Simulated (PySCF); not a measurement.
**C3H12B2Si: density, localisation and related maps**

Input file:

```
{"job": {"kind": "uv", "xc": "CAM-B3LYP", "basis": "def2-SVPD", "nstates": 8, "ntriplets": 3}, "charge": 0, "multiplicity": 1}
B      3.083838    -0.483213     0.351628
B      1.974622    -0.765925    -0.759376
Si     0.509383     0.536315    -0.975225
C     -0.764869     0.280016     0.444712
C     -1.265753    -1.161149     0.482472
C     -1.942674     1.240841     0.330219
H      2.958228    -0.809365     1.474955
H      4.071246     0.119824     0.141262
H      1.910185    -1.703526    -1.462612
H      0.889057     1.964932    -0.918768
H     -0.263969     0.431247    -2.234078
H     -0.259244     0.483415     1.395937
H     -1.980385    -1.301736     1.294156
H     -0.441687    -1.857507     0.629739
H     -1.764974    -1.415010    -0.451053
H     -1.599454     2.272449     0.334603
H     -2.485180     1.068991    -0.596825
H     -2.637131     1.105717     1.159972
```

Command:

```sh
OMP_NUM_THREADS=1 python probes_run.py task.json out
```

Geometry: GFN2-xTB.

Method: PySCF 2.14.0, CAM-B3LYP/def2-SVPD, SCF density, gas phase.

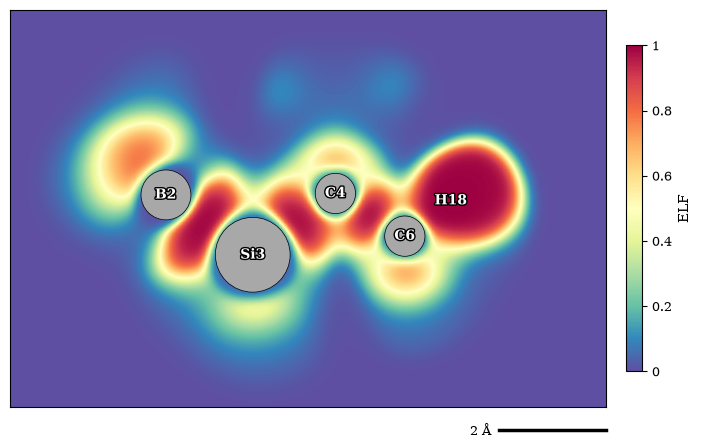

Figure 1. Electron localisation function on the plane of atoms Si3, C4 and C6. Grey discs cover the atomic cores.

Describe what can be read from this map.

Answer.
- Atoms in the plane: B, Si, C and H.
- C–C (1.52 Å): the ELF peaks at about 0.95 between the atoms, as expected for a shared electron pair.
- C–Si (1.93 Å): the ELF peaks at about 0.95 between the atoms, as expected for a shared electron pair.
- Si–B (1.97 Å): the ELF peaks at about 1 between the atoms: a covalent bond.
- C–H (1.09 Å): the ELF climbs to about 1 towards the hydrogen, as it does in any bond to H (an ordinary covalent bond to hydrogen).

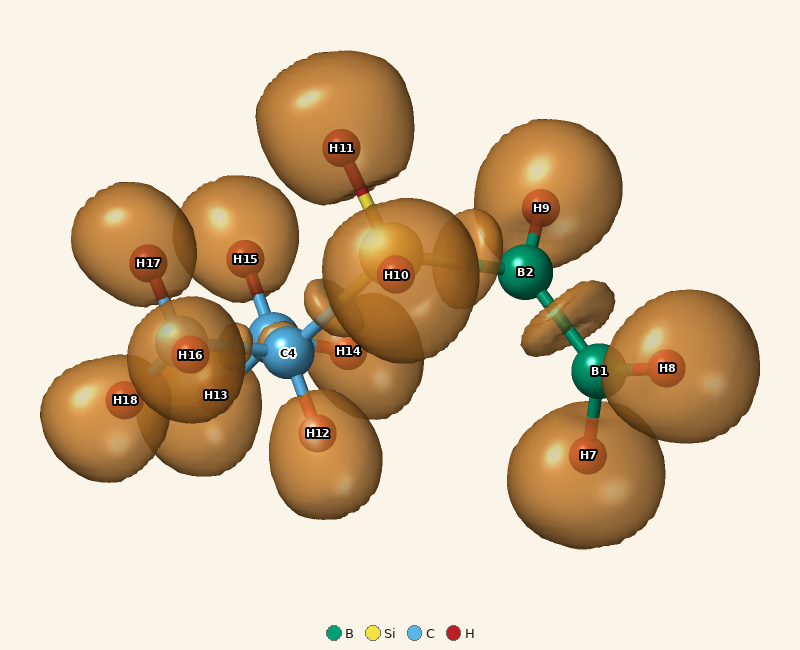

Figure 2. Isosurface of the ELF at 0.9 (orange), seen from one side. Core shells and regions of very low density are left out.

What do the ELF domains correspond to?

Answer. The surface consists of one region between bonded B–B atoms (shared pairs), one region between bonded B–Si atoms (shared pairs), two regions between bonded C–C atoms (shared pairs), one region between bonded C–Si atoms (shared pairs) and twelve regions around hydrogen nuclei.


 B–B (1.60 Å): the ELF peaks at about 1 between the atoms (a covalent bond).

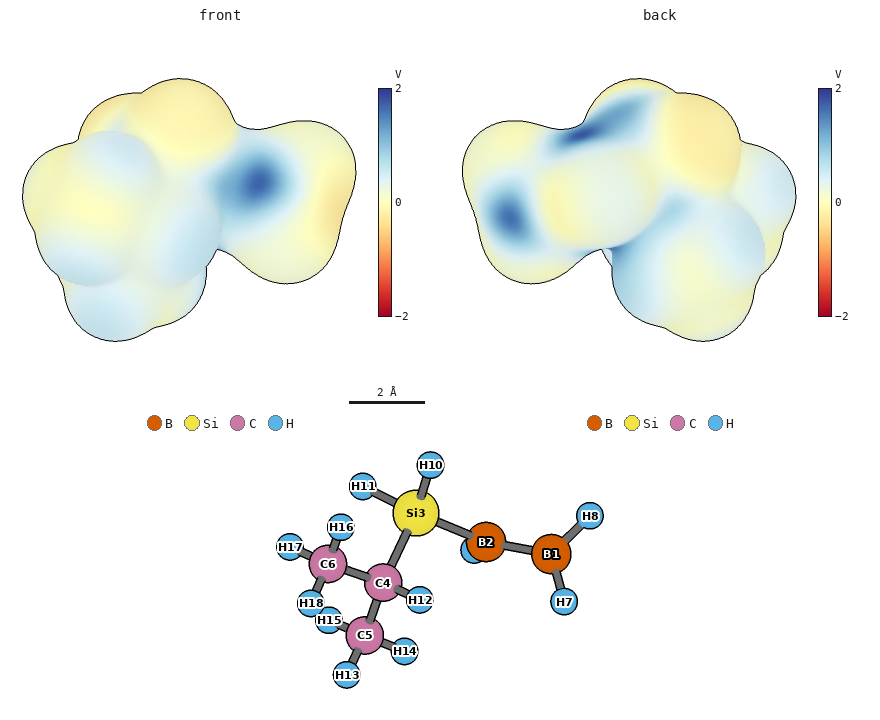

Figure 3. The electrostatic potential painted on the density surface at 0.002 e/bohr³, seen from the front and from behind; the colour scale runs from red (negative) to blue (positive). The bare structure is drawn below in the same view.

Which sites attract a positive test charge, and which a negative one?

Answer. A positive charge is drawn to the negative regions and a negative charge to the positive ones. The most negative region (about −0.2 V) lies over H10 and H11, the most positive (about +1.6 V) over B1 and B2.
